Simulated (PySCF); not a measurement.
I₂Si, SMILES I[Si]I at its B3LYP/def2-SVP optimised geometry (Å):

```
3

Si    -0.9425    -1.2169     0.0000
I     -1.5712     1.2169     0.0000
I      1.5712    -1.2169     0.0000
```

Calculation: B3LYP/def2-TZVP, def2 effective core potentials past Kr (PySCF 2.14.0). The core electrons that the potentials of I replace are not part of the density.

Map of the electron localisation function on the plane z = 0.8 Å:

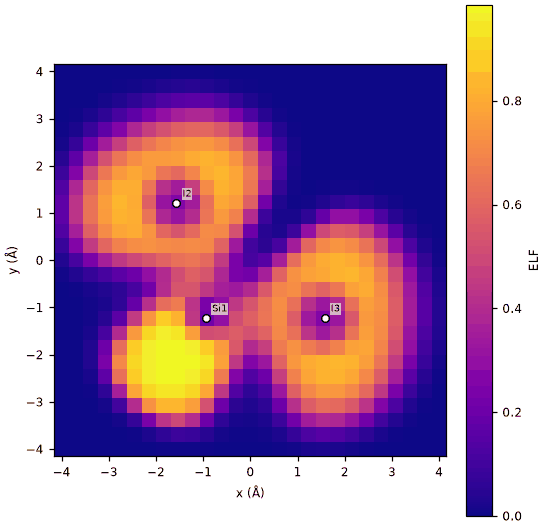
Figure: Electron localisation function on the plane z = 0.8 Å.
